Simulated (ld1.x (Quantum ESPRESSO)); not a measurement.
Pseudopotential generation for As

- system: arsenic (As, Z = 33), core [Ne] 3s2, reference valence 3p6 3d10 4s2 4p3, valence charge 21.
- method: ultrasoft potential, PBE, scalar-relativistic, made with ld1.x (Quantum ESPRESSO) 7.5

Summary:

- outcome: generated, with a ghost state
- cutoffs needed: 140 Ry and 230 Ry (the cutoffs, on a coarse ladder, from which the occupation-weighted sum of valence levels, in a spherical-Bessel basis at the reference potential, stays within 10 and 1 mRy of its value at 400 Ry); ghost states and empty shells don't enter this sum
- ghost test: ghost state below the valence levels: s at -98.0 eV (spherical-Bessel basis up to 400 Ry, 20 bohr box)
- configuration tests: test run stopped at test 2 of 7 (negative rho)
- lowest eigenvalue of the overlap operator S in a Bessel basis (separate test): 0.13 (p channel)
- density cutoff estimated by the generator: 460 Ry
- largest excitation error among the tests solved: -2.5 meV (all-electron minus pseudo) for 3p6 3d10 4s2 4p2
- range over which the phases arctan(r u′/u) at the test radius agree within 0.05 rad (a looser test near the poles than one of phase shifts): p: over the whole range computed; d: over the whole range computed; s: not judged, the stored energies step over a narrow level
- hardware: 1 CPU thread, shared host
- wall time: 3 s

Remarks:

The potential has a bound ghost state, so it can't be used as it stands.

The input:
```
 &input
   title='As', zed=33., rel=1, dft='PBE', iswitch=3,
   config='[Ar] 3d10 4s2 4p3',
   nld=3, rlderiv=1.55, eminld=-12.0, emaxld=5.0, deld=0.04
 /
 &inputp
   pseudotype=3, tm=.true., lloc=-1, rcloc=1.30,
   nlcc=.false.,
   which_augfun='PSQ', rmatch_augfun=0.95,
   file_pseudopw='As.UPF', file_wfcaegen='ae.wfc', file_wfcncgen='nc.wfc', file_beta='beta', file_chi='chi', file_wfcusgen='us.wfc'
 /
6
4S  1  0   2.00   0.00  1.25  1.40  0.0
4S  1  0   0.00  -0.75  1.25  1.40  0.0
3P  2  1   6.00   0.00  0.85  1.00  0.0
4P  3  1   3.00   0.00  0.85  1.00  0.0
3D  3  2  10.00   0.00  0.90  1.25  0.0
3D  3  2   0.00  -0.50  0.90  1.25  0.0
 &test
   configts(1)='3p6 3d10 4s2 4p3'
 /
```

Input of the test run:
```
 &input
   title='As', zed=33., rel=1, dft='PBE', iswitch=2,
   config='[Ar] 3d10 4s2 4p3'
 /
 &test
   file_pseudo='As.UPF', nconf=8,
   configts(1)='3p6 3d10 4s2 4p3',
   configts(2)='3p6 3d10 4s2 4p2',
   configts(3)='3p6 3d10 4s2 4p1',
   configts(4)='3p6 3d10 4s2 4p0',
   configts(5)='3p6 3d10 4s1 4p0',
   configts(6)='3p5 3d10 4s2 4p3',
   configts(7)='3p6 3d10 4s2 4p3.3',
   configts(8)='3p6 3d10 4s1 4p3'
 /
```

Run as:
```bash
ld1.x < As.in > As.out
```

The program's output:
```
     Program LD1 v.7.5
     --------------------------- All-electron run ----------------------------

     As
     scalar relativistic calculation

     atomic number is 33.00
     dft =PBE   lsd =0 sic =0 latt =0  beta=0.20 tr2=1.0E-14
     Exchange-correlation= PBE
                           (   1   4   3   4   0   0   0)
     mesh =1209 r(mesh) =  99.83237 a.u. xmin = -7.00 dx = 0.01250
     1 Ry =  13.60569312 eV, c = 137.03599908

     n l     nl                  e(Ry)          e(Ha)          e(eV)
     1 0     1S 1( 2.00)      -861.3695      -430.6848    -11719.5295
     2 0     2S 1( 2.00)      -109.2749       -54.6374     -1486.7602
     2 1     2P 1( 6.00)       -95.8167       -47.9084     -1303.6530
     3 0     3S 1( 2.00)       -13.9872        -6.9936      -190.3057
     3 1     3P 1( 6.00)        -9.8251        -4.9126      -133.6776
     3 2     3D 1(10.00)        -2.9874        -1.4937       -40.6457
     4 0     4S 1( 2.00)        -1.0653        -0.5326       -14.4939
     4 1     4P 1( 3.00)        -0.3818        -0.1909        -5.1949

     final scf error:  5.2E-15 reached in  40 iterations

     Etot =   -4521.616832 Ry,   -2260.808416 Ha,  -61519.731037 eV

     Ekin =    4608.673546 Ry,    2304.336773 Ha,   62704.197967 eV
     Encl =  -10898.739009 Ry,   -5449.369505 Ha, -148284.898385 eV
     Eh   =    1935.664236 Ry,     967.832118 Ha,   26336.053587 eV
     Exc  =    -167.215605 Ry,     -83.607802 Ha,   -2275.084206 eV

     normalization and overlap integrals

     s(1S/1S) =  1.000000  <r> =   0.0455  <r2> =    0.0028  r(max) =   0.0296
     s(2S/2S) =  1.000000  <r> =   0.2028  <r2> =    0.0485  r(max) =   0.1701
     s(2P/2P) =  1.000000  <r> =   0.1772  <r2> =    0.0385  r(max) =   0.1358
     s(3S/3S) =  1.000000  <r> =   0.5983  <r2> =    0.4125  r(max) =   0.5239
     s(3P/3P) =  1.000000  <r> =   0.6172  <r2> =    0.4477  r(max) =   0.5239
     s(3D/3D) =  1.000000  <r> =   0.6783  <r2> =    0.5823  r(max) =   0.4740
     s(4S/4S) =  1.000000  <r> =   1.9394  <r2> =    4.3371  r(max) =   1.6136
     s(4P/4P) =  1.000000  <r> =   2.5548  <r2> =    7.7624  r(max) =   1.9957

     ------------------------ End of All-electron run ------------------------

     --------------------- Generating US pseudopotential ---------------------

      Generating local potential from pseudized AE potential:
      Matching radius rcloc =   1.3000

      Local pseudo, rcloc= 1.289 Estimated cut-off energy=    14.82 Ry
      Wfc-us  4S rcutus= 1.389  Estimated cut-off energy=    21.67 Ry
      Wfc-us  4S rcutus= 1.389  Estimated cut-off energy=    22.02 Ry
      Wfc-us  3P rcutus= 1.003  Estimated cut-off energy=    83.77 Ry
      Wfc-us  4P rcutus= 1.003  Estimated cut-off energy=   156.81 Ry
      Wfc-us  3D rcutus= 1.257  Estimated cut-off energy=    75.64 Ry
      Wfc-us  3D rcutus= 1.257  Estimated cut-off energy=   131.89 Ry

     Q pseudized with Bessel functions
     Expected ecutrho=     460.4769 due to l1=  2   l2=  2

     ------------------- End of pseudopotential generation -------------------

     --------------------------- All-electron run ----------------------------

     As
     scalar relativistic calculation

     atomic number is 33.00
     dft =PBE   lsd =0 sic =0 latt =0  beta=0.20 tr2=1.0E-14
     Exchange-correlation= PBE
                           (   1   4   3   4   0   0   0)
     mesh =1209 r(mesh) =  99.83237 a.u. xmin = -7.00 dx = 0.01250
     1 Ry =  13.60569312 eV, c = 137.03599908

     n l     nl                  e(Ry)          e(Ha)          e(eV)
     1 0     1S 1( 2.00)      -861.3695      -430.6848    -11719.5295
     2 0     2S 1( 2.00)      -109.2749       -54.6374     -1486.7602
     2 1     2P 1( 6.00)       -95.8167       -47.9084     -1303.6530
     3 0     3S 1( 2.00)       -13.9872        -6.9936      -190.3057
     3 1     3P 1( 6.00)        -9.8251        -4.9126      -133.6776
     3 2     3D 1(10.00)        -2.9874        -1.4937       -40.6457
     4 0     4S 1( 2.00)        -1.0653        -0.5326       -14.4939
     4 1     4P 1( 3.00)        -0.3818        -0.1909        -5.1949

     final scf error:  5.2E-15 reached in  40 iterations

     Etot =   -4521.616832 Ry,   -2260.808416 Ha,  -61519.731037 eV

     Ekin =    4608.673546 Ry,    2304.336773 Ha,   62704.197967 eV
     Encl =  -10898.739009 Ry,   -5449.369505 Ha, -148284.898385 eV
     Eh   =    1935.664236 Ry,     967.832118 Ha,   26336.053587 eV
     Exc  =    -167.215605 Ry,     -83.607802 Ha,   -2275.084206 eV

     normalization and overlap integrals

     s(1S/1S) =  1.000000  <r> =   0.0455  <r2> =    0.0028  r(max) =   0.0296
     s(2S/2S) =  1.000000  <r> =   0.2028  <r2> =    0.0485  r(max) =   0.1701
     s(2P/2P) =  1.000000  <r> =   0.1772  <r2> =    0.0385  r(max) =   0.1358
     s(3S/3S) =  1.000000  <r> =   0.5983  <r2> =    0.4125  r(max) =   0.5239
     s(3P/3P) =  1.000000  <r> =   0.6172  <r2> =    0.4477  r(max) =   0.5239
     s(3D/3D) =  1.000000  <r> =   0.6783  <r2> =    0.5823  r(max) =   0.4740
     s(4S/4S) =  1.000000  <r> =   1.9394  <r2> =    4.3371  r(max) =   1.6136
     s(4P/4P) =  1.000000  <r> =   2.5548  <r2> =    7.7624  r(max) =   1.9957

     ------------------------ End of All-electron run ------------------------

     Computing logarithmic derivative in   1.54460
     Computing logarithmic derivative in   1.54460
     Computing the partial wave expansion
     R is outside the sphere for l=    0 j= 0.00
     R is outside the sphere for l=    0 j= 0.00
     R is outside the sphere for l=    1 j= 0.00
     R is outside the sphere for l=    1 j= 0.00
     R is outside the sphere for l=    2 j= 0.00
     R is outside the sphere for l=    2 j= 0.00

     ---------------------- Testing the pseudopotential ----------------------

     As
     scalar relativistic calculation

     atomic number is 33.00   valence charge is 21.00
     dft =PBE   lsd =0 sic =0 latt =0  beta=0.20 tr2=1.0E-14
     mesh =1209 r(mesh) =  99.83237 xmin = -7.00 dx = 0.01250

     n l     nl             e AE (Ry)        e PS (Ry)    De AE-PS (Ry)
     2 1     3P   1( 6.00)       -9.82512       -9.82497       -0.00016
     3 2     3D   1(10.00)       -2.98741       -2.98727       -0.00014
     1 0     4S   1( 2.00)       -1.06528       -1.06527       -0.00002
     3 1     4P   1( 3.00)       -0.38182       -0.38179       -0.00003

     eps = 5.3E-15  iter =  7

     Etot =   -4521.616832 Ry,   -2260.808416 Ha,  -61519.731037 eV
     Etotps =  -531.922272 Ry,    -265.961136 Ha,   -7237.171204 eV

     Ekin =     123.184496 Ry,      61.592248 Ha,    1676.010445 eV
     Encl =   -1088.061227 Ry,    -544.030614 Ha,  -14803.827159 eV
     Ehrt =     453.841809 Ry,     226.920905 Ha,    6174.832386 eV
     Ecxc =     -45.764754 Ry,     -22.882377 Ha,    -622.661201 eV
     Epseu=      24.877404 Ry,      12.438702 Ha,     338.474324 eV

     ---------------------- End of pseudopotential test ----------------------
```

Output of the test run (extracts):
```
     ---------------------- Testing the pseudopotential ----------------------

     As
     scalar relativistic calculation

     atomic number is 33.00   valence charge is 21.00
     dft =PBE   lsd =0 sic =0 latt =0  beta=0.20 tr2=1.0E-14
     mesh =1209 r(mesh) =  99.83237 xmin = -7.00 dx = 0.01250

     n l     nl             e AE (Ry)        e PS (Ry)    De AE-PS (Ry)
     2 1     3P   1( 6.00)       -9.82512       -9.82497       -0.00016
     3 2     3D   1(10.00)       -2.98741       -2.98727       -0.00014
     1 0     4S   1( 2.00)       -1.06528       -1.06527       -0.00002
     3 1     4P   1( 3.00)       -0.38182       -0.38179       -0.00003

     eps = 5.2E-15  iter =  7

     Etot =   -4521.616832 Ry,   -2260.808416 Ha,  -61519.731037 eV
     Etotps =  -531.922272 Ry,    -265.961136 Ha,   -7237.171204 eV

     Ekin =     123.184496 Ry,      61.592248 Ha,    1676.010446 eV
     Encl =   -1088.061227 Ry,    -544.030614 Ha,  -14803.827159 eV
     Ehrt =     453.841809 Ry,     226.920905 Ha,    6174.832386 eV
     Ecxc =     -45.764754 Ry,     -22.882377 Ha,    -622.661201 eV
     Epseu=      24.877404 Ry,      12.438702 Ha,     338.474324 eV

     ---------------------- End of pseudopotential test ----------------------

     ---------------------- Testing the pseudopotential ----------------------

     As
     scalar relativistic calculation

     atomic number is 33.00   valence charge is 21.00
     dft =PBE   lsd =0 sic =0 latt =0  beta=0.20 tr2=1.0E-14
     mesh =1209 r(mesh) =  99.83237 xmin = -7.00 dx = 0.01250

     n l     nl             e AE (Ry)        e PS (Ry)    De AE-PS (Ry)
     2 1     3P   1( 6.00)      -10.54334      -10.54242       -0.00092
     3 2     3D   1(10.00)       -3.70427       -3.70331       -0.00095
     1 0     4S   1( 2.00)       -1.71657       -1.71615       -0.00042
     3 1     4P   1( 2.00)       -0.98044       -0.98073        0.00029

     eps = 8.5E-15  iter =  9

     Etot =   -4520.944389 Ry,   -2260.472195 Ha,  -61510.581986 eV
     Etotps =  -531.249646 Ry,    -265.624823 Ha,   -7228.019654 eV
     dEtot_ae =       0.672443 Ry
     dEtot_ps =       0.672626 Ry,   Delta E=      -0.000184 Ry

     Ekin =     121.008583 Ry,      60.504291 Ha,    1646.405640 eV
     Encl =   -1072.992858 Ry,    -536.496429 Ha,  -14598.811543 eV
     Ehrt =     439.426865 Ry,     219.713433 Ha,    5978.707081 eV
     Ecxc =     -45.249984 Ry,     -22.624992 Ha,    -615.657395 eV
     Epseu=      26.557747 Ry,      13.278874 Ha,     361.336562 eV

     ---------------------- End of pseudopotential test ----------------------
```

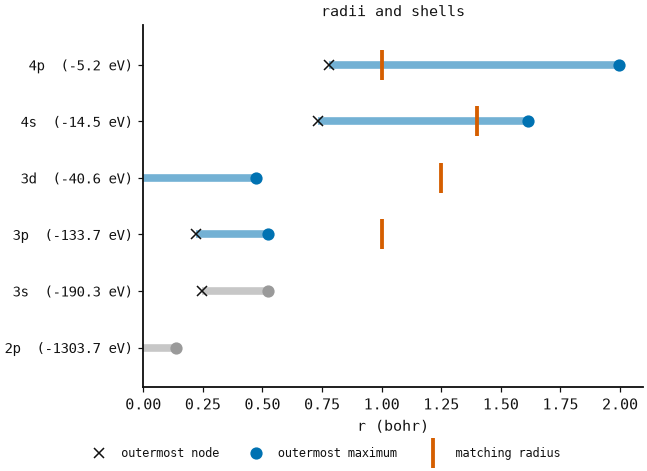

*Outer shells of the all-electron reference atom: each bar runs from the outermost node (or the nucleus) to the outermost maximum of u(r); the tick is the radius chosen for the pseudo-wave. Shells without a tick have no pseudo-wave of their own. Levels, nodes and maxima are from ld1.x, scalar-relativistic.*

- Radii against the shells: 3p: 1.00 bohr, outside the maximum; 3d: 1.25 bohr, outside the maximum; 4s: 1.40 bohr, between node and maximum; 4p: 1.00 bohr, between node and maximum.

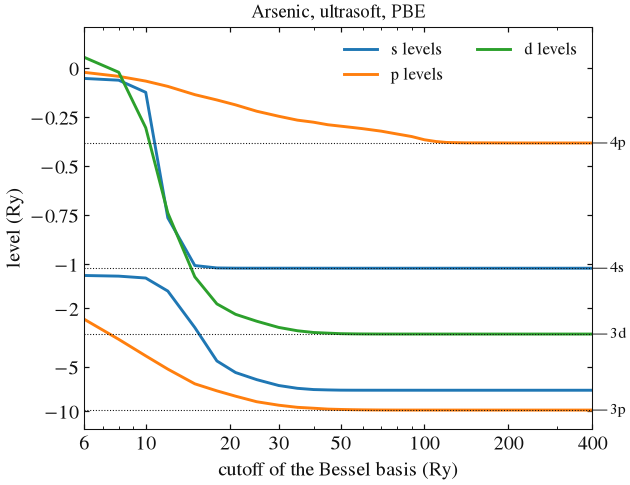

*The pseudo-atom Hamiltonian at the reference potential is diagonalised in spherical Bessel functions (20 bohr box) up to the cutoff. Curves: the lowest levels of each channel that holds a bound state. Dotted lines: the all-electron valence levels.*

- Ghost states: ghost state below the valence levels: s at -98.0 eV. A ghost is a state of the pseudo-atom that lies below a valence level of its channel, or is bound in a channel without one, and matches no all-electron valence level; bound levels above the valence ones can be real empty states. In Ry: s -7.20.
- Onset of the ghost: the lowest s curve lies clearly below the lowest valence level of its channel already at the lowest cutoff, 6 Ry, and ends at -7.20 Ry.
- All-electron valence levels: 4s: -1.07 Ry; 3p: -9.8 Ry; 4p: -0.38 Ry; 3d: -2.99 Ry.

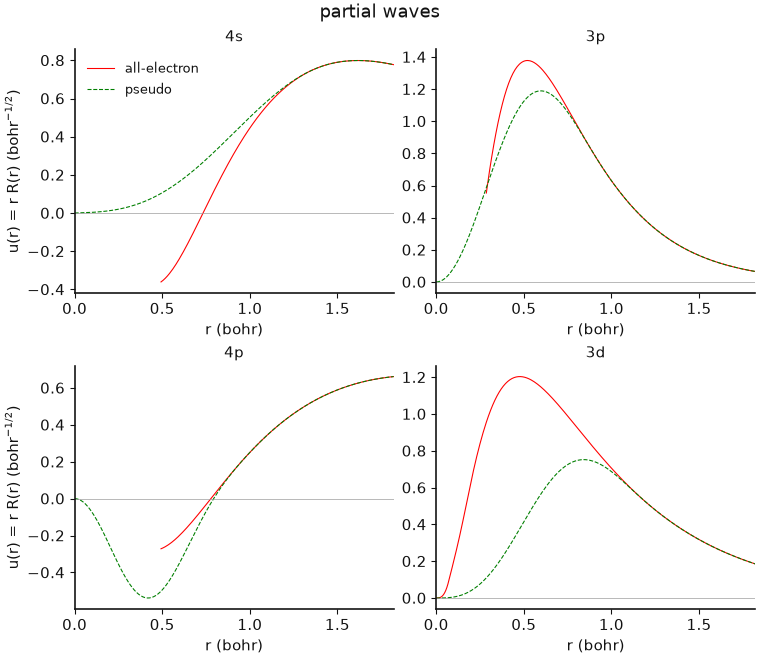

*All-electron valence functions (solid) with their pseudo partners (dashed). The innermost oscillations of some all-electron curves aren't drawn. Reference configuration 3p6 3d10 4s2 4p3.*

- Matching radii: 4s at 1.40 bohr; 3p at 1.00 bohr; 4p at 1.00 bohr; 3d at 1.25 bohr. The curves merge smoothly, so the plot gives these only roughly.
- Nodes of the pseudo-waves: 4s has no node; 3p has no node; 4p has a node at about 0.8 bohr; 3d has no node. A node in 4p is allowed, since a lower shell of the same l is also in the valence.
- Cutoffs needed: 140 Ry (loose) and 230 Ry (tight), as the cutoffs, on a coarse ladder, from which the occupation-weighted sum of valence levels, in a spherical-Bessel basis at the reference potential, stays within 10 and 1 mRy of its value at 400 Ry. The potential isn't sound: its ghost test gives ghost state below the valence levels: s at -98.0 eV.
